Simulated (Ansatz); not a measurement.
## Geometry relaxation of CH4GaNO

The run: geometry relaxation of CH4GaNO. Method and program: RKS RPBE/6-31G (Ansatz 0.2.0).

The run did not end well. The geometry comes from this level: PBE0-D4/def2-TZVP.

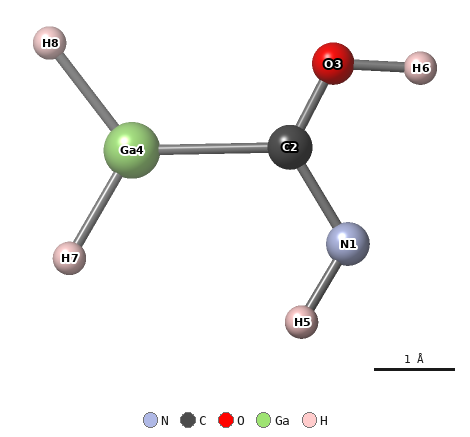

Fig. 1: The input geometry (ball-and-stick view, seen on its broad side; atoms are numbered from 1 in the order of the input). Sticks mark near contacts. Bond lengths as drawn: C–Ga 2.01 Å, C–N 1.41 Å, C–O 1.18 Å, Ga–H 1.57 to 1.70 Å, H–N 1.15 Å and H–O 1.09 Å.

The input
```yaml
crystal:
  periodic: [false, false, false]
  atoms:
    - {symbol: N, position_ang: [0.154145, 1.493742, -0.604537]}
    - {symbol: C, position_ang: [0.360161, 0.390408, 0.252824]}
    - {symbol: O, position_ang: [0.836593, 0.518932, 1.325684]}
    - {symbol: Ga, position_ang: [-0.560256, -1.346931, -0.154526]}
    - {symbol: H, position_ang: [-0.182276, 1.276899, -1.686249]}
    - {symbol: H, position_ang: [1.171549, 1.534984, 1.549533]}
    - {symbol: H, position_ang: [-1.088124, -1.613864, -1.612910]}
    - {symbol: H, position_ang: [-0.462867, -2.766092, 0.768001]}
basis:
  gaussian: {orbitals: 6-31G}
hamiltonian: {xc: {name: RPBE}}
relax: {f_tol: 0.0001, max_steps: 1}
output: {forces: true}
```

Machine: 2 threads of Arm Neoverse V1, 23 GiB of memory available, shared host.

Run as:
```bash
ansatz run in.yaml --threads 2 --pin off --events-out ev --progress --plain --max-ram 4352MiB
```

Log
```
Functional definition: RPBE
  name "RPBE"
  cite "Hammer, Hansen & Nørskov, Phys. Rev. B 59, 7413 (1999) doi:10.1103/PhysRevB.59.7413"
  cite "Perdew, Burke & Ernzerhof, Phys. Rev. Lett. 77, 3865 (1996) doi:10.1103/PhysRevLett.77.3865"
  parameter kappa = 0.804
  parameter beta = 0.06672455060314922
  exchange = rpbe_x(kappa = kappa, mu = beta*pi^2/3)
  correlation = pbe_c(beta = beta)
807 factors; integrals over basis functions are off by at most 2.3e-4 eV
mean field evaluation 1: about -56992.8466 eV, gradient 6.2e1 eV
mean field evaluation 2: about -56917.9061 eV, gradient 1.4e2 eV
mean field evaluation 4: about -57000.1334 eV, gradient 1.7e1 eV
mean field evaluation 8: about -57001.0881 eV, gradient 2.9e-1 eV
mean field evaluation 16: about -57001.0736 eV, gradient 5.1e-5 eV
mean field -57001.07355558 eV, -2094.7508164524 hartree, gradient 5.1e-5 eV, S^2 0.000000; 0 other end points of the search recorded, 0 dependent functions left out
the calculation of the forces begins
reference -57001.07360329 eV, -2094.7508182054 hartree; 28, 28 occupied and 36, 36 virtual orbitals, 807 factors
relax step   1: F+E_penalty+E_count = -57001.07355558 eV  Δ(F+E_penalty+E_count) = +0.000e0 eV  max|allowed force component| = 1.394e1 eV/Å  Δτ_max = 0.0000 Å  (27 SCF iters, accepted)
Error: geometry relaxation did not converge after 1 steps: max|allowed force component| = 1.39e1 eV/Å (threshold 1.0e-4). Raise `relax.max_steps` over both its present limit and 1, loosen `relax.f_tol`, or start from a geometry closer to equilibrium. Where this run's directory can be resumed (`checkpoint.write`), a resume goes on for up to `relax.max_steps` more
```

What the run reported

```json
{"quantity": "outcome", "value": "not converged"}
{"quantity": "wall time", "value": "1.7 s (CPU time 3.1 s)"}
{"quantity": "peak memory", "value": "0.38 GiB"}
```

Diagnosis

This input holds a deliberate fault: the optimiser is allowed too few steps. The run did not converge: “geometry relaxation did not converge after 1 steps: max|allowed force component| = 1.39e1 eV/Å (threshold 1.0e-4). Raise `relax.max_steps` over both its present limit and 1, loosen `relax.f_tol`, or start from a geometry closer to equilibrium …” Its last values are not results.
